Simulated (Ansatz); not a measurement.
Run report: BSiNH$_{6}$O, molecular dynamics (part 1 of 2)

The run: molecular dynamics of BSiNH$_{6}$O, SMILES BO[SiH2]N. Method and program: RKS BLYP-d3bj/6-31G* (Ansatz 0.2.0).

The geometry comes from this level: PBE0-D4/def2-TZVP. Figures and captions count atoms from 1; the log counts them from 0 in places.

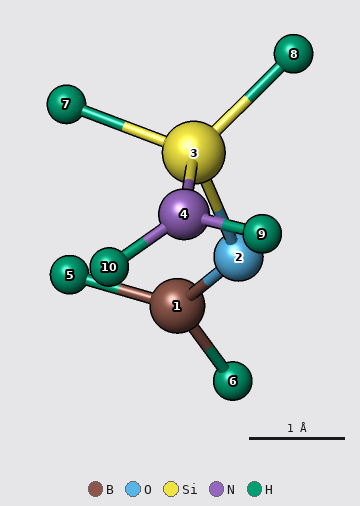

Fig. 1: The input geometry (ball-and-stick view, seen at an oblique angle; atoms are numbered from 1 in the order of the input). Bond lengths as drawn: B–H 1.20 to 1.21 Å, B–O 1.34 Å, H–N 1.01 Å, H–Si 1.48 Å, N–Si 1.70 Å and O–Si 1.67 Å.

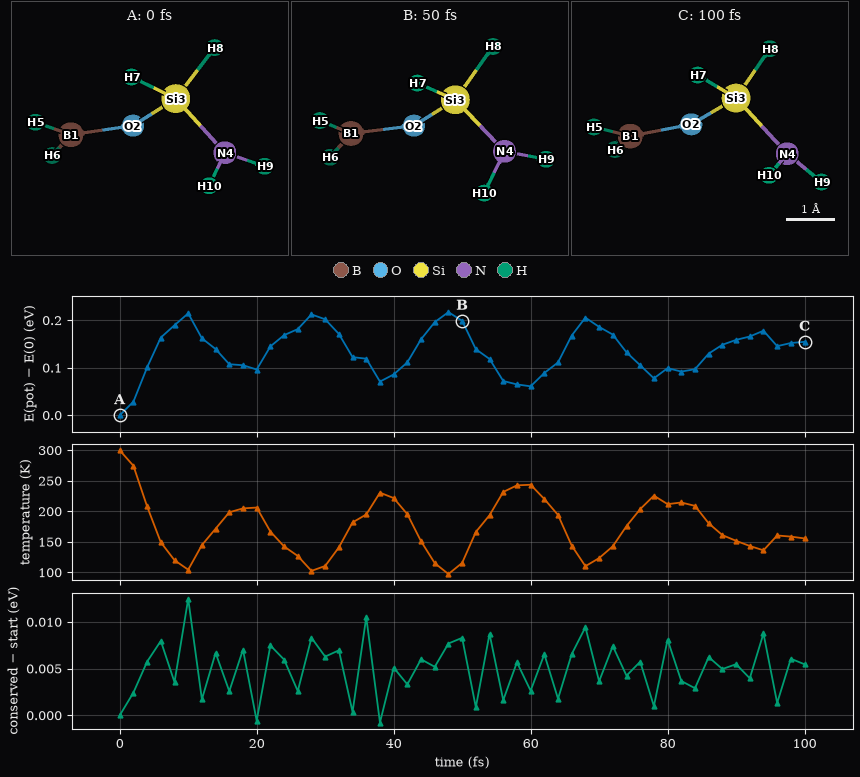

Fig. 2: Frames of the molecular dynamics (ball-and-stick, seen at a tilt) above the curves, on which the letters mark them. The trajectory kept here has 51 frames over 100 fs. The temperature starts at 300 K, ranges from 97 to 300 K and averages 178 K over the second half. The potential energy ends 0.155 eV above its first value. The conserved quantity stays within 0.013 eV. After an unweighted best fit of the last frame on the first, the root-mean-square displacement is 0.17 Å.

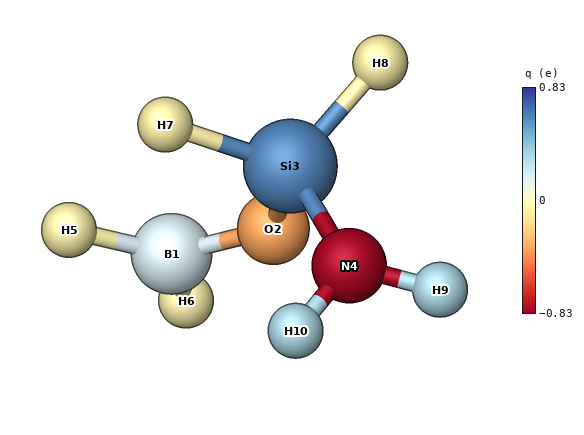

Fig. 3: Mulliken charges, as the colour of each atom (ball-and-stick view, seen at a tilt; atoms are numbered from 1 in the order of the input). By element: B +0.17, O −0.35, Si +0.60, N −0.79 and H −0.08 to +0.32 e.

These pictures come from the run below.

Input file:
```yaml
crystal:
  periodic: [false, false, false]
  atoms:
    - {symbol: B, position_ang: [-1.769474, 1.017169, 0.053754]}
    - {symbol: O, position_ang: [-0.784415, 0.361759, -0.583826]}
    - {symbol: Si, position_ang: [0.819182, 0.117310, -0.205313]}
    - {symbol: N, position_ang: [1.222061, -1.502171, 0.110859]}
    - {symbol: H, position_ang: [-1.550336, 1.568836, 1.102793]}
    - {symbol: H, position_ang: [-2.859906, 1.033284, -0.446902]}
    - {symbol: H, position_ang: [1.118355, 0.916072, 1.007588]}
    - {symbol: H, position_ang: [1.569926, 0.553452, -1.402321]}
    - {symbol: H, position_ang: [1.304705, -2.180400, -0.627972]}
    - {symbol: H, position_ang: [1.013003, -1.936512, 0.994239]}
basis:
  gaussian: {orbitals: "6-31G*"}
hamiltonian: {xc: {name: BLYP}, dispersion: d3bj}
md: {timestep: 2 fs, n_steps: 50, ensemble: nve, temperature: 300, initial_velocities: maxwell_boltzmann, seed: 183}
```

Launched with:
```bash
ansatz run in.yaml --threads 2 --pin off --events-out ev --progress --plain --max-ram 4352MiB
```

Log:
```
Functional definition: BLYP
  name "BLYP"
  cite "Becke, Phys. Rev. A 38, 3098 (1988) doi:10.1103/PhysRevA.38.3098"
  cite "Lee, Yang & Parr, Phys. Rev. B 37, 785 (1988) doi:10.1103/PhysRevB.37.785"
  parameter beta = 0.0042
  parameter a = 0.04918
  parameter b = 0.132
  parameter c = 0.2533
  parameter d = 0.349
  exchange = b88_x(beta = beta)
  correlation = lyp_c(a = a, b = b, c = c, d = d)
934 factors; their error is unknown
mean field evaluation 1: about -12176.7952 eV, gradient 8.0e1 eV
mean field evaluation 2: about -12130.4917 eV, gradient 1.6e2 eV
mean field evaluation 4: about -12188.4631 eV, gradient 1.6e1 eV
mean field evaluation 8: about -12188.9444 eV, gradient 1.3e-1 eV
mean field evaluation 16: about -12188.8783 eV, gradient 5.5e-5 eV
mean field -12188.87826728 eV, -447.9330144041 hartree, gradient 5.5e-5 eV, S^2 0.000000; 0 other end points of the search recorded, 0 dependent functions left out
the calculation of the forces begins
reference -12188.87859953 eV, -447.9330266142 hartree; 20, 20 occupied and 56, 56 virtual orbitals, 934 factors
md step     0: t =     0.00 fs  T =   300.0 K  F+E_penalty+E_count = -12189.24751141 eV  E_kin = 0.310224 eV  conserved = -12188.93728741 eV  (26 SCF iters)
these checks for a lower state are left out or cut short: starts, cluster_reference, orbital_swaps, neighbouring_geometries, increment
934 factors; their error is unknown
mean field -12188.84981532 eV, -447.9319688140 hartree, gradient 8.4e-6 eV, S^2 0.000000; 0 other end points of the search recorded, 0 dependent functions left out
the calculation of the forces begins
reference -12188.85014835 eV, -447.9319810526 hartree; 20, 20 occupied and 56, 56 virtual orbitals, 934 factors
md step     1: t =     2.00 fs  T =   274.7 K  F+E_penalty+E_count = -12189.21886896 eV  E_kin = 0.284017 eV  conserved = -12188.93485149 eV  (30 SCF iters, 3 dispersion substeps)
[... from here on the SCF iterations and repeated set-up lines of each step are left out, up to the last step ...]
md step     2: t =     4.00 fs  T =   208.1 K  F+E_penalty+E_count = -12189.14668353 eV  E_kin = 0.215146 eV  conserved = -12188.93153726 eV  (30 SCF iters, 3 dispersion substeps)
md step     3: t =     6.00 fs  T =   149.4 K  F+E_penalty+E_count = -12189.08377762 eV  E_kin = 0.154460 eV  conserved = -12188.92931719 eV  (30 SCF iters, 3 dispersion substeps)
md step     4: t =     8.00 fs  T =   120.0 K  F+E_penalty+E_count = -12189.05782578 eV  E_kin = 0.124089 eV  conserved = -12188.93373639 eV  (30 SCF iters, 3 dispersion substeps)
md step     5: t =    10.00 fs  T =   104.5 K  F+E_penalty+E_count = -12189.03283669 eV  E_kin = 0.108033 eV  conserved = -12188.92480384 eV  (30 SCF iters, 3 dispersion substeps)
md step     6: t =    12.00 fs  T =   144.8 K  F+E_penalty+E_count = -12189.08533120 eV  E_kin = 0.149757 eV  conserved = -12188.93557415 eV  (30 SCF iters, 3 dispersion substeps)
md step     7: t =    14.00 fs  T =   171.6 K  F+E_penalty+E_count = -12189.10804341 eV  E_kin = 0.177444 eV  conserved = -12188.93059969 eV  (30 SCF iters, 3 dispersion substeps)
md step     8: t =    16.00 fs  T =   198.5 K  F+E_penalty+E_count = -12189.13998001 eV  E_kin = 0.205279 eV  conserved = -12188.93470137 eV  (30 SCF iters, 3 dispersion substeps)
md step     9: t =    18.00 fs  T =   204.9 K  F+E_penalty+E_count = -12189.14211719 eV  E_kin = 0.211866 eV  conserved = -12188.93025109 eV  (30 SCF iters, 3 dispersion substeps)
md step    10: t =    20.00 fs  T =   206.2 K  F+E_penalty+E_count = -12189.15112679 eV  E_kin = 0.213264 eV  conserved = -12188.93786262 eV  (29 SCF iters, 3 dispersion substeps)
md step    11: t =    22.00 fs  T =   166.9 K  F+E_penalty+E_count = -12189.10240491 eV  E_kin = 0.172602 eV  conserved = -12188.92980299 eV  (30 SCF iters, 3 dispersion substeps)
md step    12: t =    24.00 fs  T =   142.6 K  F+E_penalty+E_count = -12189.07875143 eV  E_kin = 0.147436 eV  conserved = -12188.93131548 eV  (30 SCF iters, 3 dispersion substeps)
md step    13: t =    26.00 fs  T =   126.9 K  F+E_penalty+E_count = -12189.06595767 eV  E_kin = 0.131271 eV  conserved = -12188.93468716 eV  (30 SCF iters, 3 dispersion substeps)
md step    14: t =    28.00 fs  T =   102.5 K  F+E_penalty+E_count = -12189.03501595 eV  E_kin = 0.106036 eV  conserved = -12188.92898001 eV  (31 SCF iters, 3 dispersion substeps)
md step    15: t =    30.00 fs  T =   110.6 K  F+E_penalty+E_count = -12189.04534202 eV  E_kin = 0.114346 eV  conserved = -12188.93099638 eV  (30 SCF iters, 3 dispersion substeps)
md step    16: t =    32.00 fs  T =   141.0 K  F+E_penalty+E_count = -12189.07614387 eV  E_kin = 0.145824 eV  conserved = -12188.93031963 eV  (30 SCF iters, 3 dispersion substeps)
md step    17: t =    34.00 fs  T =   181.9 K  F+E_penalty+E_count = -12189.12504126 eV  E_kin = 0.188122 eV  conserved = -12188.93691885 eV  (27 SCF iters, 3 dispersion substeps)
md step    18: t =    36.00 fs  T =   194.9 K  F+E_penalty+E_count = -12189.12833582 eV  E_kin = 0.201571 eV  conserved = -12188.92676480 eV  (30 SCF iters, 3 dispersion substeps)
md step    19: t =    38.00 fs  T =   230.7 K  F+E_penalty+E_count = -12189.17657509 eV  E_kin = 0.238522 eV  conserved = -12188.93805338 eV  (30 SCF iters, 3 dispersion substeps)
md step    20: t =    40.00 fs  T =   221.8 K  F+E_penalty+E_count = -12189.16153128 eV  E_kin = 0.229356 eV  conserved = -12188.93217539 eV  (30 SCF iters, 3 dispersion substeps)
md step    21: t =    42.00 fs  T =   195.4 K  F+E_penalty+E_count = -12189.13601087 eV  E_kin = 0.202042 eV  conserved = -12188.93396905 eV  (30 SCF iters, 3 dispersion substeps)
md step    22: t =    44.00 fs  T =   151.0 K  F+E_penalty+E_count = -12189.08746021 eV  E_kin = 0.156180 eV  conserved = -12188.93127981 eV  (30 SCF iters, 3 dispersion substeps)
md step    23: t =    46.00 fs  T =   115.2 K  F+E_penalty+E_count = -12189.05125254 eV  E_kin = 0.119166 eV  conserved = -12188.93208686 eV  (30 SCF iters, 3 dispersion substeps)
md step    24: t =    48.00 fs  T =    97.3 K  F+E_penalty+E_count = -12189.03024886 eV  E_kin = 0.100657 eV  conserved = -12188.92959173 eV  (30 SCF iters, 3 dispersion substeps)
md step    25: t =    50.00 fs  T =   115.6 K  F+E_penalty+E_count = -12189.04851260 eV  E_kin = 0.119528 eV  conserved = -12188.92898427 eV  (30 SCF iters, 3 dispersion substeps)
md step    26: t =    52.00 fs  T =   166.2 K  F+E_penalty+E_count = -12189.10832856 eV  E_kin = 0.171908 eV  conserved = -12188.93642061 eV  (30 SCF iters, 3 dispersion substeps)
md step    27: t =    54.00 fs  T =   193.7 K  F+E_penalty+E_count = -12189.12888859 eV  E_kin = 0.200328 eV  conserved = -12188.92856030 eV  (30 SCF iters, 3 dispersion substeps)
md step    28: t =    56.00 fs  T =   231.8 K  F+E_penalty+E_count = -12189.17531355 eV  E_kin = 0.239659 eV  conserved = -12188.93565459 eV  (30 SCF iters, 3 dispersion substeps)
md step    29: t =    58.00 fs  T =   242.6 K  F+E_penalty+E_count = -12189.18249082 eV  E_kin = 0.250883 eV  conserved = -12188.93160740 eV  (30 SCF iters, 3 dispersion substeps)
md step    30: t =    60.00 fs  T =   243.6 K  F+E_penalty+E_count = -12189.18652998 eV  E_kin = 0.251882 eV  conserved = -12188.93464784 eV  (30 SCF iters, 3 dispersion substeps)
md step    31: t =    62.00 fs  T =   220.2 K  F+E_penalty+E_count = -12189.15847666 eV  E_kin = 0.227734 eV  conserved = -12188.93074281 eV  (30 SCF iters, 3 dispersion substeps)
md step    32: t =    64.00 fs  T =   194.1 K  F+E_penalty+E_count = -12189.13623824 eV  E_kin = 0.200734 eV  conserved = -12188.93550453 eV  (30 SCF iters, 3 dispersion substeps)
md step    33: t =    66.00 fs  T =   143.9 K  F+E_penalty+E_count = -12189.07948802 eV  E_kin = 0.148762 eV  conserved = -12188.93072564 eV  (30 SCF iters, 3 dispersion substeps)
md step    34: t =    68.00 fs  T =   110.2 K  F+E_penalty+E_count = -12189.04180434 eV  E_kin = 0.113957 eV  conserved = -12188.92784729 eV  (30 SCF iters, 3 dispersion substeps)
md step    35: t =    70.00 fs  T =   123.5 K  F+E_penalty+E_count = -12189.06130389 eV  E_kin = 0.127667 eV  conserved = -12188.93363643 eV  (27 SCF iters, 3 dispersion substeps)
md step    36: t =    72.00 fs  T =   142.8 K  F+E_penalty+E_count = -12189.07754640 eV  E_kin = 0.147675 eV  conserved = -12188.92987100 eV  (30 SCF iters, 3 dispersion substeps)
md step    37: t =    74.00 fs  T =   175.9 K  F+E_penalty+E_count = -12189.11493361 eV  E_kin = 0.181897 eV  conserved = -12188.93303691 eV  (30 SCF iters, 3 dispersion substeps)
md step    38: t =    76.00 fs  T =   203.7 K  F+E_penalty+E_count = -12189.14215611 eV  E_kin = 0.210614 eV  conserved = -12188.93154197 eV  (30 SCF iters, 3 dispersion substeps)
md step    39: t =    78.00 fs  T =   225.7 K  F+E_penalty+E_count = -12189.16972810 eV  E_kin = 0.233427 eV  conserved = -12188.93630158 eV  (30 SCF iters, 3 dispersion substeps)
md step    40: t =    80.00 fs  T =   211.8 K  F+E_penalty+E_count = -12189.14821616 eV  E_kin = 0.219030 eV  conserved = -12188.92918626 eV  (30 SCF iters, 3 dispersion substeps)
md step    41: t =    82.00 fs  T =   214.5 K  F+E_penalty+E_count = -12189.15546087 eV  E_kin = 0.221854 eV  conserved = -12188.93360645 eV  (30 SCF iters, 3 dispersion substeps)
md step    42: t =    84.00 fs  T =   209.0 K  F+E_penalty+E_count = -12189.15050570 eV  E_kin = 0.216127 eV  conserved = -12188.93437853 eV  (30 SCF iters, 3 dispersion substeps)
md step    43: t =    86.00 fs  T =   180.4 K  F+E_penalty+E_count = -12189.11760861 eV  E_kin = 0.186562 eV  conserved = -12188.93104674 eV  (29 SCF iters, 3 dispersion substeps)
md step    44: t =    88.00 fs  T =   161.1 K  F+E_penalty+E_count = -12189.09895699 eV  E_kin = 0.166630 eV  conserved = -12188.93232741 eV  (30 SCF iters, 3 dispersion substeps)
md step    45: t =    90.00 fs  T =   151.7 K  F+E_penalty+E_count = -12189.08871763 eV  E_kin = 0.156913 eV  conserved = -12188.93180513 eV  (30 SCF iters, 3 dispersion substeps)
md step    46: t =    92.00 fs  T =   143.3 K  F+E_penalty+E_count = -12189.08154962 eV  E_kin = 0.148233 eV  conserved = -12188.93331640 eV  (30 SCF iters, 3 dispersion substeps)
md step    47: t =    94.00 fs  T =   136.2 K  F+E_penalty+E_count = -12189.06936127 eV  E_kin = 0.140843 eV  conserved = -12188.92851856 eV  (30 SCF iters, 3 dispersion substeps)
```
